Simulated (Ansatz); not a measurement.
```xyz
7

W     0.0000    0.0000    0.5016
F    -0.0002   -0.0001    2.4359
H     1.4041    0.0000   -0.4039
H     0.0001    1.4041   -0.4039
H    -1.4041    0.0000   -0.4037
H     0.0001   -1.4041   -0.4038
H     0.0000    0.0000   -1.1922
```

Core potentials replace the inner electrons of W.

These are results of RKS BHLYP/def2-SVP in Ansatz, not measurements.

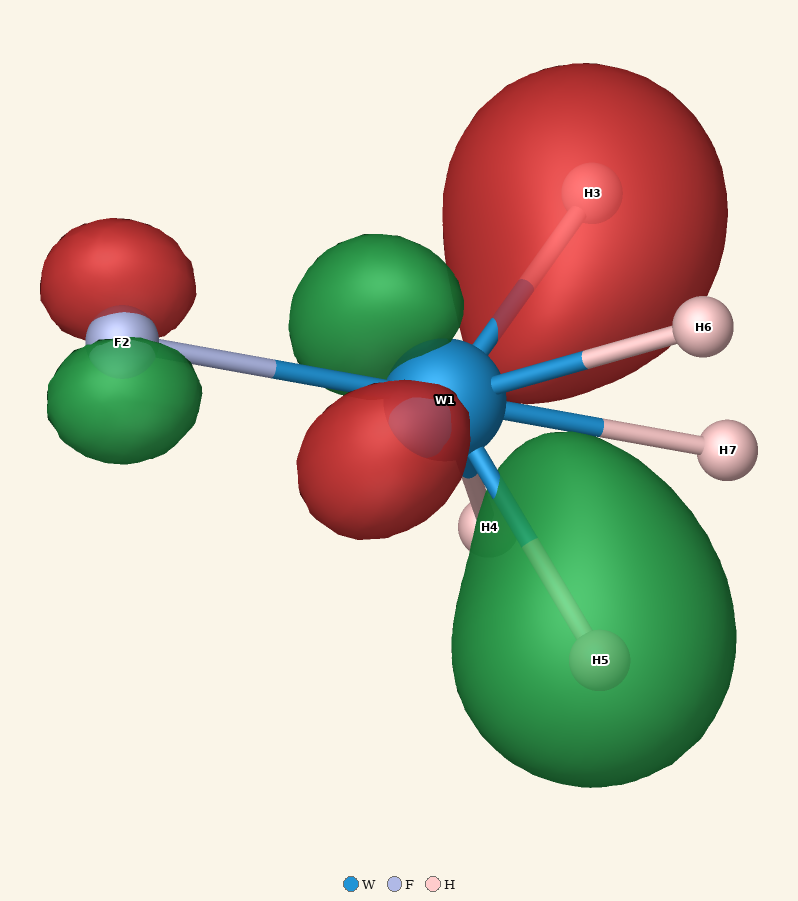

FH$_{5}$W. The HOMO−1 at ±0.2 Å⁻³ᐟ² (green and red are the two phases), seen at an oblique angle.

What is the character of this orbital?

Answer. It lies mainly on W1 (about 40 %), H3 (about 25 %), H5 (about 25 %) and F2 (about 10 %). It is one of a degenerate set, so its orientation is arbitrary. Its energy is −11.03 eV.
